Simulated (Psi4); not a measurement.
# CCD/cc-pVDZ-F12 (density fitting, density fitting for correlation) run of [PH4]+ (phosphonium)

Aim: the energy difference between two shapes of [PH4]+ (phosphonium) at CCD/cc-pVDZ-F12 (density fitting, density fitting for correlation), from 2 runs. 

The results are computed with Psi4 1.11.

4 further runs of the same task are left out: 1 that didn't finish, 3 set aside as unsound or not needed.

## Step 1: The system as given

The species is [PH4]+ (5 atoms), meant as a singlet with charge +1. SMILES: `[PH4+]`. Geometry: relaxed at GFN2-xTB.

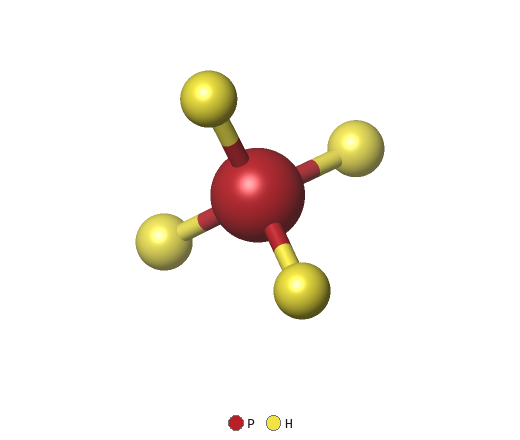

The structure, seen from a chosen angle (phosphorus red, hydrogen yellow).

## Step 2: The energy at CCD/cc-pVDZ-F12 (density fitting, density fitting for correlation)

The input, h4p.xyz:

```xyz
5
H4P
P     -0.000020     0.000000     0.000050
H      1.357460    -0.061330     0.210450
H     -0.617320    -1.016050     0.691010
H     -0.261860    -0.133750    -1.343340
H     -0.478250     1.211140     0.441830
```

The input, calc.py:

```python
import psi4

psi4.set_memory('1600 MB')
psi4.set_num_threads(1)
psi4.core.set_output_file('h4p.out', False)

with open('h4p.xyz') as f:
    atoms = ''.join(f.readlines()[2:])
geom = psi4.geometry('1 1\n' + atoms + 'no_reorient\nno_com')

psi4.set_options({
    'scf_type': 'df',
    'freeze_core': True,
    'cc_type': 'df',
})

energy_value, wavefunction = psi4.energy("ccd/cc-pVDZ-F12", molecule=geom, return_wfn=True)
print('E =', round(energy_value, 9))
```

Run with:

```bash
$ python calc.py
```

h4p.out:

```text
[...]
  Running in c1 symmetry.
[...]
  Nuclear repulsion =   24.503795143253772
[...]
  Multiplicity = 1
[...]
  Nalpha       = 9
  Nbeta        = 9
[...]
    Number of basis functions: 75
[...]
   @DF-RHF iter   1:  -342.75395476734212    1.39606e-01   3.05116e-03 ADIIS/DIIS
[...]
   @DF-RHF iter   8:  -342.80858540332429   -1.33014e-11   5.59555e-09 DIIS
[...]
    Orbital Energies [Eh]
    ---------------------
    Doubly Occupied:
       1A    -80.266466     2A     -7.811249     3A     -5.706326
       4A     -5.706326     5A     -5.706325     6A     -1.182312
       7A     -0.844015     8A     -0.843996     9A     -0.843950
[...]
  @DF-RHF Final Energy:  -342.80858540332429
   => Energetics <=
    Nuclear Repulsion Energy =             24.5037951432537717
    One-Electron Energy =                -516.8028323652130211
    Two-Electron Energy =                 149.4904518186349662
    Total Energy =                       -342.8085854033242867
[...]
 Multipole Moments:
 ------------------------------------------------------------------------------------
     Multipole            Electronic (a.u.)      Nuclear  (a.u.)        Total (a.u.)
 ------------------------------------------------------------------------------------
 L = 1.  Multiply by 2.5417464519 to convert [e a0] to [Debye]
 Dipole X            :          0.0004494           -0.0005102           -0.0000608
 Dipole Y            :         -0.0000374            0.0000189           -0.0000185
 Dipole Z            :         -0.0012503            0.0013228            0.0000725
 Magnitude           :                                                    0.0000964
[...]
	DF-MP2 Total Energy (a.u.)         :  -342.94875112545077
[...]
```

The script printed:

```text
E = -342.976543884
```

Run time: 4.5 s. Hardware: 1 thread of Intel Xeon Platinum 8375C at 2.90GHz (Ice Lake), shared host; peak memory 0.33 GiB.

## Step 3: The distorted shape

The input, h4p.xyz:

```xyz
5
H4P
P     -0.001270    -0.010107    -0.054360
H      1.398333    -0.040007     0.244056
H     -0.599807    -0.980707     0.692943
H     -0.201537    -0.133385    -1.335773
H     -0.438258     1.197542     0.439504
```

The input, calc.py:

```python
import psi4

psi4.set_memory(1600000000)
psi4.set_num_threads(1)
psi4.core.set_output_file('output.dat', False)

with open('h4p.xyz') as f:
    atoms = ''.join(f.readlines()[2:])
m = psi4.geometry('1 1\n' + atoms + 'no_reorient\nno_com')

psi4.set_options({
    'scf_type': 'df',
    'freeze_core': True,
    'cc_type': 'df',
})

result = psi4.energy('ccd/cc-pVDZ-F12', molecule=m)
print(f'total energy {result:.8f} hartree = {result * 27.211386:.5f} eV')
for k, v in sorted(psi4.core.scalar_variables().items()):
    print(f'{k:45s} {v:18.10f}')
```

Run with:

```bash
$ python calc.py
```

output.dat:

```text
[...]
  Running in c1 symmetry.
[...]
  Nuclear repulsion =   24.651703616104225
[...]
  Multiplicity = 1
[...]
  Nalpha       = 9
  Nbeta        = 9
[...]
    Number of basis functions: 75
[...]
   @DF-RHF iter   1:  -342.74777328519434    1.59068e-01   3.06378e-03 DIIS/ADIIS
[...]
   @DF-RHF iter   9:  -342.80259884302114   -2.27374e-12   2.94201e-09 DIIS
[...]
    Orbital Energies [Eh]
    ---------------------
    Doubly Occupied:
       1A    -80.264872     2A     -7.810687     3A     -5.705998
       4A     -5.705684     5A     -5.705435     6A     -1.186425
       7A     -0.870641     8A     -0.842057     9A     -0.825063
[...]
  @DF-RHF Final Energy:  -342.80259884302114
   => Energetics <=
    Nuclear Repulsion Energy =             24.6517036161042249
    One-Electron Energy =                -517.0748770472328033
    Two-Electron Energy =                 149.6205745881074733
    Total Energy =                       -342.8025988430210873
[...]
 Multipole Moments:
 ------------------------------------------------------------------------------------
     Multipole            Electronic (a.u.)      Nuclear  (a.u.)        Total (a.u.)
 ------------------------------------------------------------------------------------
 L = 1.  Multiply by 2.5417464519 to convert [e a0] to [Debye]
 Dipole X            :         -0.2570501            0.2639588            0.0069088
 Dipole Y            :          0.1829280           -0.2043966           -0.0214685
 Dipole Z            :          1.3653993           -1.4639141           -0.0985148
 Magnitude           :                                                    0.1010633
[...]
	DF-MP2 Total Energy (a.u.)         :  -342.94296113929977
[...]
```

Standard output:

```text
total energy -342.97077231 hartree = -9332.71007 eV
CCD CORRELATION ENERGY                             -0.1681734643
CCD DOUBLES ENERGY                                 -0.1681734643
CCD SINGLES ENERGY                                  0.0000000000
CCD TOTAL ENERGY                                 -342.9707723073
CURRENT CORRELATION ENERGY                         -0.1681734643
CURRENT ENERGY                                   -342.9707723073
CURRENT REFERENCE ENERGY                         -342.8025988430
DD SOLVATION ENERGY                                 0.0000000000
HF KINETIC ENERGY                                 342.9341955726
HF POTENTIAL ENERGY                              -685.7367944156
HF TOTAL ENERGY                                  -342.8025988430
HF VIRIAL RATIO                                     1.9996162624
MP2 CORRELATION ENERGY                             -0.1403622963
MP2 DOUBLES ENERGY                                 -0.1403622963
MP2 SINGLES ENERGY                                  0.0000000000
MP2 TOTAL ENERGY                                 -342.9429611393
NUCLEAR REPULSION ENERGY                           24.6517036161
ONE-ELECTRON ENERGY                              -517.0748770472
PCM POLARIZATION ENERGY                             0.0000000000
PE ENERGY                                           0.0000000000
SCF ITERATION ENERGY                             -342.8025988430
SCF ITERATIONS                                      9.0000000000
SCF TOTAL ENERGY                                 -342.8025988430
SCS(N)-MP2 CORRELATION ENERGY                     342.8025988430
SCS(N)-MP2 TOTAL ENERGY                             0.0000000000
SCS-MP2 CORRELATION ENERGY                        342.8025988430
SCS-MP2 TOTAL ENERGY                                0.0000000000
SOS-MP2 CORRELATION ENERGY                        342.8025988430
SOS-MP2 TOTAL ENERGY                                0.0000000000
TWO-ELECTRON ENERGY                               149.6205745881
```

Wall time 4.5 s (1 thread of Intel Xeon Platinum 8375C at 2.90GHz (Ice Lake), shared host); peak memory 0.34 GiB.

## Step 4: Outcome

At CCD/cc-pVDZ-F12 (density fitting, density fitting for correlation), 5 core orbitals frozen:

| quantity | value |
| --- | --- |
| first shape: total energy | -342.97654 Eh |
| first shape: HOMO energy (Hartree–Fock orbitals) | -22.97 eV |
| first shape: LUMO energy (Hartree–Fock orbitals) | -3.10 eV |
| first shape: HOMO–LUMO gap (Hartree–Fock orbitals) | 19.87 eV |
| first shape: correlation energy (5 core orbitals frozen) | -168.0 mEh |
| distorted shape: total energy | -342.97077 Eh |
| distorted shape: HOMO energy (Hartree–Fock orbitals) | -22.45 eV |
| distorted shape: LUMO energy (Hartree–Fock orbitals) | -3.10 eV |
| distorted shape: HOMO–LUMO gap (Hartree–Fock orbitals) | 19.35 eV |
| distorted shape: correlation energy (5 core orbitals frozen) | -168.2 mEh |
| energy change with the atoms displaced | 0.157 eV |

**Reading.** With the atoms displaced the energy rises by 0.16 eV (3.6 kcal/mol). The first shape isn't relaxed at this level, so the change isn't measured from a minimum.
